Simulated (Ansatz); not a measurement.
# Beryllium, dhcp under LDA: ground state and equation of state, part 2 of 2

The plan for beryllium in the dhcp structure: relax it, solve it on a dense k-mesh, then scale the cell to 7 volumes from 88 to 112 % of the relaxed one and try a fit of the equation of state. Spin polarisation is left out. The k-meshes are 16×16×5 for the relaxation; 21×21×6 for the dense run; 18×18×5 for the volumes.

Ansatz 0.2.0; DFT, LDA (PW92), plane waves (420 eV) with PAW, scalar-relativistic. Earlier steps stand in the parts before.

## Step 6: Equation of state: 96 %

Input file input.yaml:

```yaml
crystal:
  lattice:
    - [2.1884210991, 0.0, 0.0]
    - [-1.0942105496, 1.895228266, 0.0]
    - [0.0, 0.0, 6.9795390984]
  atoms:
    - { symbol: Be, position: [1.0, 0.0, 0.0] }
    - { symbol: Be, position: [1.0, 0.0, 0.5] }
    - { symbol: Be, position: [0.3333333333, 0.6666666667, 0.25] }
    - { symbol: Be, position: [0.6666666667, 0.3333333333, 0.75] }
hamiltonian:
  xc: lda
  pseudopotentials:
    kind: paw
    azcp:
      Be: "pseudopotentials/Be.paw.azcp"
basis:
  ecutwfc: 420
  fft_grid_basis: typed
kpoints:
  mp_grid: { grid: [18, 18, 5], shift: [0, 0, 0] }
magnetization:
  spin_polarized: false
scf:
  occupations: { method: fermi_dirac, width: 0.1 }
  lower_state_search: "off"
output:
  stress: true
  write_density: true
  write_potential: true
  elf: true
  volumetric_format: npy
```

The run is started by

```sh
> ansatz run input.yaml --threads 2 --pin off --max-ram 5120MiB --backend cpu --events-out ev --progress --plain --runs-dir out
```

The program printed, shortened:

```text
Warning: <dir> the record states the generating functional pbe (its physics header spells it `PBE`), which answers neither for hamiltonian.xc's functional nor for the lda family's — results may be inconsistent (PPs are generated against a specific XC)
Warning: RAYON_NUM_THREADS=2 ignored (pool sized by the plan → 2); use --threads N
[...]
Pseudopotentials: kind: paw
Pseudopotential: Be, paw, valence charge 2, recommended cutoff 420 eV (normal), <dir>
Functional definition: SPW92
[...]
Crystal: 4 atoms, lattice volume = 28.948 Å³
Basis set: ecut = 420 eV, 587 PW (Γ)
Bands: 8, of which v1, the nominal top of the filled ones, is band 4 counted from 1 (3 counted from 0)
Symmetry: 24 space group operations
Space group: P63/mmc (ITA 194), of the structure as read, at distance tolerance 3.1e-5 Å
k-points: 111 of 1620
[...]
SCF iter   1: F=—  HF=-352.798941 eV  |F-HF|=—  |Δ(HF+E_count)|=         —  Δρ=2.67e-3  dr2=1.71e-3  ethr=1.77e-3  ⟨swp⟩=5.5  Hψ=6697  notcnv=0
[...]
SCF iter   6: F=-352.797917 eV  HF=-352.797917 eV  |F-HF|=3.07e-10  |Δ(HF+E_count)|=   1.17e-9  Δρ=8.43e-7  dr2=4.13e-10  ethr=4.50e-11  ⟨swp⟩=3.8  Hψ=3633  notcnv=0
[...]
SCF converged after 6 iterations
Free energy (F): -352.797917 eV
[...]
E sigma→0 (E₀):  -352.793055 eV
Entropy (-TS):   -0.009723 eV (-2.431 meV/atom)
Fermi energy:    8.969810 eV
[...]
--- Stress (GPa, compression-positive) ---
        5.077942       0.000000       0.000000
        0.000000       5.077942       0.000000
        0.000000       0.000000       6.917799
  P = ⅓ Tr σ = 5.6912 GPa (56.912 kbar)
--- Band table (eV; the first three rows and the last of 111) ---
  k-point 0: bands = ["-2.9099", "-0.7695", "-0.7400", "3.8763", "10.0975", "19.7935", "19.7949", "26.0077"]
[...]
```

Run time: 0.95 s. Hardware: 2 threads of Arm Neoverse V2, shared host; peak memory 0.29 GiB.

## Step 7: Equation of state: 100 %

Edit input.yaml of step 6 so:

```diff
@@ -2,5 +2,5 @@
   lattice:
-    - [2.1884210991, 0.0, 0.0]
-    - [-1.0942105496, 1.895228266, 0.0]
-    - [0.0, 0.0, 6.9795390984]
+    - [2.218403196, 0.0, 0.0]
+    - [-1.109201598, 1.9211935236, 0.0]
+    - [0.0, 0.0, 7.0751611054]
   atoms:
```

The run is started by

```sh
> ansatz run input.yaml --threads 2 --pin off --max-ram 5120MiB --backend cpu --events-out ev --progress --plain --runs-dir out
```

The program printed, shortened:

```text
Warning: <dir> the record states the generating functional pbe (its physics header spells it `PBE`), which answers neither for hamiltonian.xc's functional nor for the lda family's — results may be inconsistent (PPs are generated against a specific XC)
Warning: RAYON_NUM_THREADS=2 ignored (pool sized by the plan → 2); use --threads N
[...]
[... 3 set-up lines as earlier in the session ...]
[...]
Crystal: 4 atoms, lattice volume = 30.154 Å³
Basis set: ecut = 420 eV, 599 PW (Γ)
Bands: 8, of which v1, the nominal top of the filled ones, is band 4 counted from 1 (3 counted from 0)
[... 2 set-up lines as earlier in the session ...]
k-points: 111 of 1620
[...]
SCF iter   1: F=—  HF=-352.819512 eV  |F-HF|=—  |Δ(HF+E_count)|=         —  Δρ=2.65e-3  dr2=1.79e-3  ethr=1.77e-3  ⟨swp⟩=5.4  Hψ=6672  notcnv=0
[...]
SCF iter   6: F=-352.818598 eV  HF=-352.818598 eV  |F-HF|=5.12e-13  |Δ(HF+E_count)|=  1.92e-10  Δρ=1.69e-7  dr2=3.17e-12  ethr=1.48e-11  ⟨swp⟩=3.5  Hψ=3593  notcnv=0
[...]
SCF converged after 6 iterations
Free energy (F): -352.818598 eV
[...]
E sigma→0 (E₀):  -352.813607 eV
Entropy (-TS):   -0.009982 eV (-2.495 meV/atom)
Fermi energy:    8.578350 eV
[...]
--- Stress (GPa, compression-positive) ---
       -0.409378      -0.000000       0.000000
        0.000000      -0.409378       0.000000
        0.000000       0.000000       0.723892
  P = ⅓ Tr σ = -0.0316 GPa (-0.316 kbar)
--- Band table (eV; the first three rows and the last of 111) ---
  k-point 0: bands = ["-3.0834", "-0.9704", "-0.9426", "3.6405", "9.5530", "19.0546", "19.0559", "25.0669"]
[...]
```

It took 0.97 s on 2 threads of Arm Neoverse V2, shared host; peak memory 0.29 GiB.

## Step 8: Equation of state: 104 %

Edit input.yaml of step 7 so:

```diff
@@ -2,5 +2,5 @@
   lattice:
-    - [2.218403196, 0.0, 0.0]
-    - [-1.109201598, 1.9211935236, 0.0]
-    - [0.0, 0.0, 7.0751611054]
+    - [2.2475960595, 0.0, 0.0]
+    - [-1.1237980298, 1.9464752849, 0.0]
+    - [0.0, 0.0, 7.1682660075]
   atoms:
```

The run is started by

```sh
> ansatz run input.yaml --threads 2 --pin off --max-ram 5120MiB --backend cpu --events-out ev --progress --plain --runs-dir out
```

The program printed, shortened:

```text
Warning: <dir> the record states the generating functional pbe (its physics header spells it `PBE`), which answers neither for hamiltonian.xc's functional nor for the lda family's — results may be inconsistent (PPs are generated against a specific XC)
Warning: RAYON_NUM_THREADS=2 ignored (pool sized by the plan → 2); use --threads N
[...]
[... 3 set-up lines as earlier in the session ...]
[...]
Crystal: 4 atoms, lattice volume = 31.360 Å³
Basis set: ecut = 420 eV, 611 PW (Γ)
Bands: 8, of which v1, the nominal top of the filled ones, is band 4 counted from 1 (3 counted from 0)
[... 2 set-up lines as earlier in the session ...]
k-points: 111 of 1620
[...]
SCF iter   1: F=—  HF=-352.800542 eV  |F-HF|=—  |Δ(HF+E_count)|=         —  Δρ=2.67e-3  dr2=1.90e-3  ethr=1.77e-3  ⟨swp⟩=5.3  Hψ=6642  notcnv=0
[...]
SCF iter   6: F=-352.799723 eV  HF=-352.799723 eV  |F-HF|=2.84e-13  |Δ(HF+E_count)|=  1.16e-11  Δρ=1.56e-7  dr2=2.56e-12  ethr=1.12e-11  ⟨swp⟩=4.0  Hψ=3594  notcnv=0
[...]
SCF converged after 6 iterations
Free energy (F): -352.799723 eV
[...]
E sigma→0 (E₀):  -352.794599 eV
Entropy (-TS):   -0.010247 eV (-2.562 meV/atom)
Fermi energy:    8.213128 eV
[...]
--- Stress (GPa, compression-positive) ---
       -5.018048      -0.000000       0.000000
        0.000000      -5.018048       0.000000
        0.000000       0.000000      -4.500084
  P = ⅓ Tr σ = -4.8454 GPa (-48.454 kbar)
--- Band table (eV; the first three rows and the last of 111) ---
  k-point 0: bands = ["-3.2398", "-1.1543", "-1.1283", "3.4207", "9.0473", "18.3647", "18.3660", "24.1884"]
[...]
```

It took 1 s on 2 threads of Arm Neoverse V2, shared host; peak memory 0.29 GiB.

## Step 9: Equation of state: 108 %

Edit input.yaml of step 8 so:

```diff
@@ -2,5 +2,5 @@
   lattice:
-    - [2.2475960595, 0.0, 0.0]
-    - [-1.1237980298, 1.9464752849, 0.0]
-    - [0.0, 0.0, 7.1682660075]
+    - [2.2760496631, 0.0, 0.0]
+    - [-1.1380248316, 1.9711168285, 0.0]
+    - [0.0, 0.0, 7.2590131855]
   atoms:
@@ -28,5 +28 @@
   stress: true
-  write_density: true
-  write_potential: true
-  elf: true
-  volumetric_format: npy
```

The run is started by

```sh
> ansatz run input.yaml --threads 2 --pin off --max-ram 5120MiB --backend cpu --events-out ev --progress --plain --runs-dir out
```

The program printed, shortened:

```text
Warning: <dir> the record states the generating functional pbe (its physics header spells it `PBE`), which answers neither for hamiltonian.xc's functional nor for the lda family's — results may be inconsistent (PPs are generated against a specific XC)
Warning: RAYON_NUM_THREADS=2 ignored (pool sized by the plan → 2); use --threads N
[...]
[... 3 set-up lines as earlier in the session ...]
[...]
Crystal: 4 atoms, lattice volume = 32.567 Å³
Basis set: ecut = 420 eV, 649 PW (Γ)
Bands: 8, of which v1, the nominal top of the filled ones, is band 4 counted from 1 (3 counted from 0)
[... 2 set-up lines as earlier in the session ...]
k-points: 111 of 1620
[...]
SCF iter   1: F=—  HF=-352.748308 eV  |F-HF|=—  |Δ(HF+E_count)|=         —  Δρ=2.70e-3  dr2=2.02e-3  ethr=1.77e-3  ⟨swp⟩=5.4  Hψ=6669  notcnv=0
[...]
SCF iter   6: F=-352.747541 eV  HF=-352.747541 eV  |F-HF|=2.27e-13  |Δ(HF+E_count)|=  1.29e-10  Δρ=1.74e-7  dr2=3.39e-12  ethr=1.05e-11  ⟨swp⟩=1.4  Hψ=2403  notcnv=0
[...]
SCF converged after 6 iterations
Free energy (F): -352.747541 eV
[...]
E sigma→0 (E₀):  -352.742280 eV
Entropy (-TS):   -0.010522 eV (-2.631 meV/atom)
Fermi energy:    7.871446 eV
[...]
--- Stress (GPa, compression-positive) ---
       -8.896657      -0.000000       0.000000
       -0.000000      -8.896657       0.000000
        0.000000       0.000000      -8.914544
  P = ⅓ Tr σ = -8.9026 GPa (-89.026 kbar)
```

It took 0.77 s on 2 threads of Arm Neoverse V2, shared host; peak memory 0.29 GiB.

## Step 10: Equation of state: 112 %

Edit input.yaml of step 9 so:

```diff
@@ -2,5 +2,5 @@
   lattice:
-    - [2.2760496631, 0.0, 0.0]
-    - [-1.1380248316, 1.9711168285, 0.0]
-    - [0.0, 0.0, 7.2590131855]
+    - [2.3038091021, 0.0, 0.0]
+    - [-1.1519045511, 1.9951572079, 0.0]
+    - [0.0, 0.0, 7.3475464619]
   atoms:
```

The run is started by

```sh
> ansatz run input.yaml --threads 2 --pin off --max-ram 5120MiB --backend cpu --events-out ev --progress --plain --runs-dir out
```

The program printed, shortened:

```text
Warning: <dir> the record states the generating functional pbe (its physics header spells it `PBE`), which answers neither for hamiltonian.xc's functional nor for the lda family's — results may be inconsistent (PPs are generated against a specific XC)
Warning: RAYON_NUM_THREADS=2 ignored (pool sized by the plan → 2); use --threads N
[...]
[... 3 set-up lines as earlier in the session ...]
[...]
Crystal: 4 atoms, lattice volume = 33.773 Å³
Basis set: ecut = 420 eV, 649 PW (Γ)
Bands: 8, of which v1, the nominal top of the filled ones, is band 4 counted from 1 (3 counted from 0)
[... 2 set-up lines as earlier in the session ...]
k-points: 111 of 1620
[...]
SCF iter   1: F=—  HF=-352.667973 eV  |F-HF|=—  |Δ(HF+E_count)|=         —  Δρ=2.75e-3  dr2=2.14e-3  ethr=1.77e-3  ⟨swp⟩=5.4  Hψ=6677  notcnv=0
[...]
SCF iter   6: F=-352.667271 eV  HF=-352.667271 eV  |F-HF|=1.14e-12  |Δ(HF+E_count)|=  2.76e-10  Δρ=2.14e-7  dr2=5.49e-12  ethr=1.15e-11  ⟨swp⟩=1.5  Hψ=2439  notcnv=0
[...]
SCF converged after 6 iterations
Free energy (F): -352.667271 eV
[...]
E sigma→0 (E₀):  -352.661863 eV
Entropy (-TS):   -0.010817 eV (-2.704 meV/atom)
Fermi energy:    7.550948 eV
[...]
--- Stress (GPa, compression-positive) ---
      -12.164322       0.000000       0.000000
        0.000000     -12.164322       0.000000
        0.000000       0.000000     -12.649103
  P = ⅓ Tr σ = -12.3259 GPa (-123.259 kbar)
```

Run time: 0.82 s. Hardware: 2 threads of Arm Neoverse V2, shared host; peak memory 0.29 GiB.

## Step 11: The equation of state

The cell was scaled evenly, with its shape and the fractional positions fixed.

```csv
V (Å³/atom),E − E₀ (meV/atom),P from the stress (GPa),P from the fit (GPa)
6.634,53.0,20.67,20.64
6.935,22.1,12.51,12.50
7.237,5.1,5.69,5.68
7.539,0.0,-0.03,-0.05
7.840,4.8,-4.85,-4.87
8.142,17.8,-8.90,-8.92
8.443,37.9,-12.33,-12.33
```

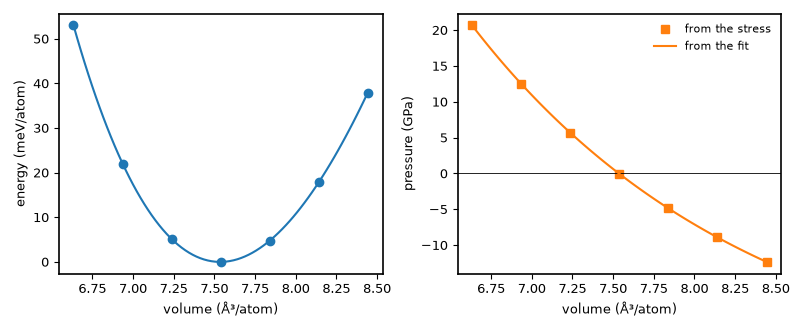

Energy and pressure against volume; the lines are the Birch-Murnaghan fit.

Fit (Birch-Murnaghan, third order): V₀ = 7.536 Å³/atom, B₀ = 131 GPa, B₀′ = 3.3, largest residual 0.01 meV/atom.

## Step 12: Outcome

This closing draws on all 2 parts.

```
                      quantity                                   value
space group (spins left aside)                      P6_3/mmc (No. 194)
             conventional cell  a = 2.218 Å, c = 7.075 Å (c/a = 3.189)
                        volume                           7.539 Å³/atom
             shortest distance                                 2.184 Å
               gap on the mesh            none (levels filled in part)
               relative to hcp                            +33 meV/atom
                   V₀, B₀, B₀′             7.536 Å³/atom, 131 GPa, 3.3
```

The relaxation shrank the cell by 7.1 % in volume. It lies 33 meV/atom above the element's reference form at the same level (hcp, from a run of its own). Levels at the Fermi energy are filled in part, as in a metal. B₀ comes out at 131 GPa; letting shape and positions relax at each volume could only lower it. Relaxation kept the symmetry; phonons were not checked.
